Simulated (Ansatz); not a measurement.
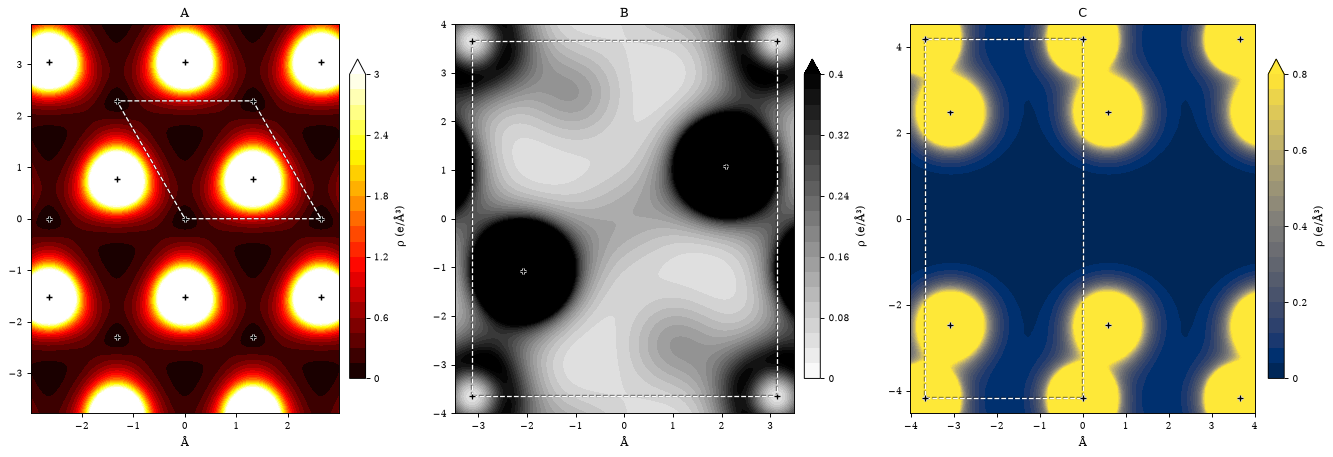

The valence pseudo-density of 3 systems, each on a plane through atoms (crosses mark nuclei in the plane).

The calculation used Ansatz 0.2.0, DFT PBE, scalar-relativistic, plane waves, PAW.

System 1: FePb2O4, the (11̄0) plane of the conventional cell. Space group P-42m; a generated structure, not necessarily the stable one; spin-polarised.

System 2: BeZn4O, the (001) plane of the conventional cell. Space group P3m1; a generated structure, not necessarily the stable one.

```
CELL_PARAMETERS angstrom
2.64549 0.00000 0.00000
-1.32274 2.29106 0.00000
0.00000 0.00000 15.47866
ATOMIC_POSITIONS crystal
Be 0.33333 0.66667 0.01760
Zn 0.00000 0.00000 0.78031
Zn 0.33333 0.66667 0.29319
Zn 0.33333 0.66667 0.61785
Zn 0.00000 0.00000 0.45530
O 0.00000 0.00000 0.01774
```

System 3: SiSn2, the (001) plane of the conventional cell. Space group Pnnm; a generated structure, not necessarily the stable one.

```
Si Sn
1.0
     6.26312    0.00000    0.00000
     0.00000    7.31177    0.00000
     0.00000    0.00000    3.28944
Si Sn
2 4
Direct
  0.00000 0.00000 0.00000
  0.50000 0.50000 0.50000
  0.16773 0.35304 0.00000
  0.83227 0.64696 0.00000
  0.66773 0.14696 0.50000
  0.33227 0.85304 0.50000
```

> Match each panel to its system.

Panel A is system 2, BeZn4O: the plane holds Be and O. Be–O (1.53 Å): ρ at the midpoint is about 1.2 e/Å³. Panel B is system 3, SiSn2: the plane holds Si and Sn. Si–Sn (2.79 Å): ρ is about 0.32 e/Å³ halfway. Panel C is system 1, FePb2O4: the plane holds Fe and O. Fe–O (1.81 Å): the density is about 0.99 e/Å³ at the midpoint.
